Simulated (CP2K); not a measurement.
**HF/STO-3G run of [NH2]− (SMILES [NH2-])**

What is the energy change on altering one bond length of [NH2]− at HF/STO-3G? 

The calculation is run with CP2K 2026.2.

3 further runs of the same task are left out: 2 that didn't finish, 1 set aside as unsound or not needed.

## (1) Starting point

[NH2]− has 3 atoms, charge -1, and is taken as a singlet. SMILES: `[NH2-]`. Geometry: relaxed at PBE0-D4/def2-TZVPD.

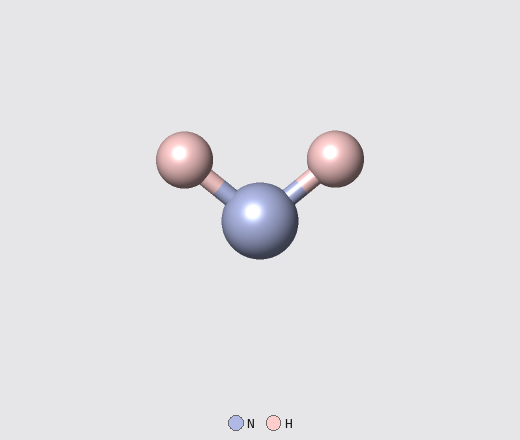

Viewed from a chosen angle; nitrogen light blue, hydrogen pink.

## (2) The energy at HF/STO-3G

File molecule.inp:

```
&GLOBAL
  PROJECT_NAME molecule
  RUN_TYPE ENERGY
  PRINT_LEVEL MEDIUM
&END GLOBAL

&FORCE_EVAL
  METHOD QS
  &DFT
    BASIS_SET_FILE_NAME ./sto_3g.basis
    POTENTIAL_FILE_NAME POTENTIAL
    CHARGE -1
    MULTIPLICITY 1
    &QS
      METHOD GAPW
      EPS_DEFAULT 1.0E-10
    &END QS
    &MGRID
      CUTOFF 280
      REL_CUTOFF 50
      NGRIDS 4
    &END MGRID
    &POISSON
      PERIODIC NONE
      POISSON_SOLVER WAVELET
    &END POISSON
    &SCF
      SCF_GUESS ATOMIC
      EPS_SCF 1.0E-06
      MAX_SCF 50
      &OT ON
        MINIMIZER DIIS
        PRECONDITIONER FULL_SINGLE_INVERSE
      &END OT
      &OUTER_SCF
        EPS_SCF 1.0E-06
        MAX_SCF 10
      &END OUTER_SCF
    &END SCF
    &XC
      &XC_FUNCTIONAL NONE
      &END XC_FUNCTIONAL
      &HF
        FRACTION 1
        &SCREENING
          EPS_SCHWARZ 1.0E-10
          SCREEN_ON_INITIAL_P F
        &END SCREENING
        &INTERACTION_POTENTIAL
          POTENTIAL_TYPE COULOMB
        &END INTERACTION_POTENTIAL
        &MEMORY
          MAX_MEMORY 1050
        &END MEMORY
      &END HF
    &END XC
    &PRINT
      &MOMENTS
        PERIODIC F
        REFERENCE COM
        MAX_MOMENT 1
      &END MOMENTS
      &MO_CUBES
        NLUMO 3
        NHOMO -1
        WRITE_CUBE F
      &END MO_CUBES
      &LOWDIN ON
      &END LOWDIN
      &HIRSHFELD OFF
      &END HIRSHFELD
    &END PRINT
  &END DFT
  &SUBSYS
    &CELL
      ABC [angstrom] 11.4 11.4 11.4
      PERIODIC NONE
    &END CELL
    &COORD
      SCALED T
      N    0.53552193   0.47328947   0.52164035
      H    0.51651316   0.56137719   0.52052632
      H    0.46447807   0.43862281   0.47835965
    &END COORD
    &KIND N
      BASIS_SET STO-3G
      POTENTIAL ALL
      LEBEDEV_GRID 194
      RADIAL_GRID 100
    &END KIND
    &KIND H
      BASIS_SET STO-3G
      POTENTIAL ALL
      LEBEDEV_GRID 194
      RADIAL_GRID 100
    &END KIND
  &END SUBSYS
&END FORCE_EVAL
```

Run with:

```
OMP_NUM_THREADS=1 cp2k.psmp -i molecule.inp > molecule.out 2>&1
```

Output, shortened:

```text
CP2K| version string:                                       CP2K version 2026.2
[...]
 GLOBAL| Method name                                                        CP2K
[...]
 GLOBAL| Run type                                                         ENERGY
[...]
 DFT| Spin restricted Kohn-Sham (RKS) calculation                            RKS
 DFT| Multiplicity                                                             1
[...]
 DFT| Charge                                                                  -1
[...]
 QS| Method:                                                                GAPW
[...]
 QS| Density cutoff [a.u.]:                                                140.0
[...]
 QS| Relative density cutoff [a.u.]:                                        25.0
[...]
                             - Atoms:                                          3
[...]
                             - Spherical basis functions:                      7
[...]
 Number of electrons:                                                         10
[...]
     1 OT DIIS     0.80E-01    3.9     1.20635206       -53.9552699129 -5.40E+01
[...]
    22 OT DIIS     0.80E-01    2.1     0.00000029       -54.5780485345 -1.50E-12
  *** SCF run converged in    22 steps ***
[...]
  Overlap energy of the core charge distribution:               0.00000024186405
  Self energy of the core charge distribution:                -50.62052466092338
  Core Hamiltonian energy:                                     -4.49922337414268
  Hartree energy:                                              17.79086602139738
  Exchange-correlation energy:                                  0.00000000000000
  Hartree-Fock Exchange energy:                                -7.88744902167070
[...]
                     Mulliken Population Analysis
 #  Atom  Element  Kind  Atomic population                           Net charge
       1     N        1          7.754270                             -0.754270
       2     H        2          1.122861                             -0.122861
       3     H        2          1.122869                             -0.122869
 # Total charge                             10.000000                 -1.000000
[...]
  Dipole moment [Debye]
    X= -0.6794304E+00 Y=  0.4030967E+00 Z= -0.3349446E+00  Total=      0.8580796
[...]
 HOMO - LUMO gap [eV] :   25.510507
 ENERGY| Total FORCE_EVAL ( QS ) energy [hartree]            -54.578048534522011
[...]
```

Wall time 54 s (1 thread of AMD EPYC (Zen 3), shared host); peak memory 0.75 GiB.

## (3) The distorted shape, same level

File molecule.xyz:

```xyz
3

N      0.374704    -0.353627     0.170605
H      0.125500     0.801200     0.156000
H     -0.435196    -0.748827    -0.322795
```

File qs.inp:

```
&GLOBAL
   PROJECT_NAME qs
   RUN_TYPE ENERGY
   PRINT_LEVEL MEDIUM
&END GLOBAL
&FORCE_EVAL
   METHOD QUICKSTEP
   &DFT
      BASIS_SET_FILE_NAME ./sto_3g.basis
      POTENTIAL_FILE_NAME POTENTIAL
      CHARGE -1
      MULTIPLICITY 1
      ! Quickstep
      &QS
         METHOD GAPW
         EPS_DEFAULT 1.0E-10
      &END QS
      &MGRID
         CUTOFF 280
         REL_CUTOFF 50
         NGRIDS 4
      &END MGRID
      &POISSON
         PERIODIC NONE
         POISSON_SOLVER WAVELET
      &END POISSON
      ! SCF settings
      &SCF
         SCF_GUESS ATOMIC
         EPS_SCF 1.0E-07
         MAX_SCF 150
         ADDED_MOS 3
         &DIAGONALIZATION
            ALGORITHM STANDARD
         &END DIAGONALIZATION
         &MIXING
            METHOD DIRECT_P_MIXING
            ALPHA 0.4
         &END MIXING
      &END SCF
      &XC
         &XC_FUNCTIONAL NONE
         &END XC_FUNCTIONAL
         &HF
            FRACTION 1
            &SCREENING
               EPS_SCHWARZ 1.0E-10
               SCREEN_ON_INITIAL_P F
            &END SCREENING
            &INTERACTION_POTENTIAL
               POTENTIAL_TYPE COULOMB
            &END INTERACTION_POTENTIAL
            &MEMORY
               MAX_MEMORY 1050
            &END MEMORY
         &END HF
      &END XC
      &PRINT
         &MOMENTS
            PERIODIC F
            REFERENCE COM
            MAX_MOMENT 1
         &END MOMENTS
         &MO ON
            ENERGIES T
            OCCUPATION_NUMBERS T
            NDIGITS 6
            &EACH
               QS_SCF 0
            &END EACH
            ADD_LAST NUMERIC
         &END MO
         &LOWDIN ON
         &END LOWDIN
         &HIRSHFELD OFF
         &END HIRSHFELD
      &END PRINT
   &END DFT
   ! atoms, cell and kinds
   &SUBSYS
      &CELL
         ABC [angstrom] 11.6 11.6 11.6
         PERIODIC NONE
      &END CELL
      &TOPOLOGY
         COORD_FILE_NAME molecule.xyz
         COORD_FILE_FORMAT XYZ
         &CENTER_COORDINATES
         &END CENTER_COORDINATES
      &END TOPOLOGY
      &KIND N
         BASIS_SET STO-3G
         POTENTIAL ALL
         LEBEDEV_GRID 194
         RADIAL_GRID 100
      &END KIND
      &KIND H
         BASIS_SET STO-3G
         POTENTIAL ALL
         LEBEDEV_GRID 194
         RADIAL_GRID 100
      &END KIND
   &END SUBSYS
&END FORCE_EVAL
```

Run with:

```
OMP_NUM_THREADS=1 cp2k.psmp -i qs.inp -o qs.out
```

Output, shortened:

```text
CP2K| version string:                                       CP2K version 2026.2
[...]
 GLOBAL| Method name                                                        CP2K
[...]
 GLOBAL| Run type                                                         ENERGY
[...]
 DFT| Spin restricted Kohn-Sham (RKS) calculation                            RKS
 DFT| Multiplicity                                                             1
[...]
 DFT| Charge                                                                  -1
[...]
 QS| Method:                                                                GAPW
[...]
 QS| Density cutoff [a.u.]:                                                140.0
[...]
 QS| Relative density cutoff [a.u.]:                                        25.0
[...]
                             - Atoms:                                          3
[...]
                             - Spherical basis functions:                      7
[...]
 Number of electrons:                                                         10
[...]
     1 P_Mix/Diag. 0.40E+00    4.5     0.70185172       -57.7260404723 -5.77E+01
[...]
    13 DIIS/Diag.  0.14E-06    1.9     0.00000005       -54.5726647295 -1.07E-13
  *** SCF run converged in    13 steps ***
[...]
  Overlap energy of the core charge distribution:               0.00000012158173
  Self energy of the core charge distribution:                -50.62052466092338
  Core Hamiltonian energy:                                     -4.62848280450775
  Hartree energy:                                              17.88855620776955
  Exchange-correlation energy:                                  0.00000000000000
  Hartree-Fock Exchange energy:                                -7.83134115760735
[...]
                     Mulliken Population Analysis
 #  Atom  Element  Kind  Atomic population                           Net charge
       1     N        1          7.679270                             -0.679270
       2     H        2          1.206946                             -0.206946
       3     H        2          1.113784                             -0.113784
 # Total charge                             10.000000                 -1.000000
[...]
  Dipole moment [Debye]
    X= -0.5940709E+00 Y= -0.1369878E+00 Z= -0.3454785E+00  Total=      0.7007434
 ENERGY| Total FORCE_EVAL ( QS ) energy [hartree]            -54.572664729495465
[...]
```

Run time: 41 s. Hardware: 1 thread of AMD EPYC (Zen 3), shared host; peak memory 0.75 GiB.

## (4) Results

Level: HF/STO-3G.

```
                                                              quantity         value
                                             first shape: total energy  -54.57805 Eh
                                              first shape: HOMO energy       5.41 eV
                                              first shape: LUMO energy      30.92 eV
    first shape: HOMO–LUMO gap (to an unbound level, set by the basis)      25.51 eV
                                         distorted shape: total energy  -54.57266 Eh
                                          distorted shape: HOMO energy       5.00 eV
                                          distorted shape: LUMO energy      27.50 eV
distorted shape: HOMO–LUMO gap (to an unbound level, set by the basis)      22.50 eV
     energy change with the N1–H2 bond stretched from 1.027 to 1.181 Å      0.147 eV
```

**Reading.** With the N1–H2 bond stretched from 1.027 to 1.181 Å the energy rises by 0.15 eV (14.1 kJ/mol). The first shape isn't relaxed at this level, so the change isn't measured from a minimum. The minimal basis adds a large error of its own. The HOMO (first shape) lies at positive energy, 5.41 eV: the electron is unbound at this level or held by a compact basis; values depend on the basis. The HOMO (distorted shape) lies at positive energy, 5.00 eV: the electron is unbound at this level or held by a compact basis; values depend on the basis.
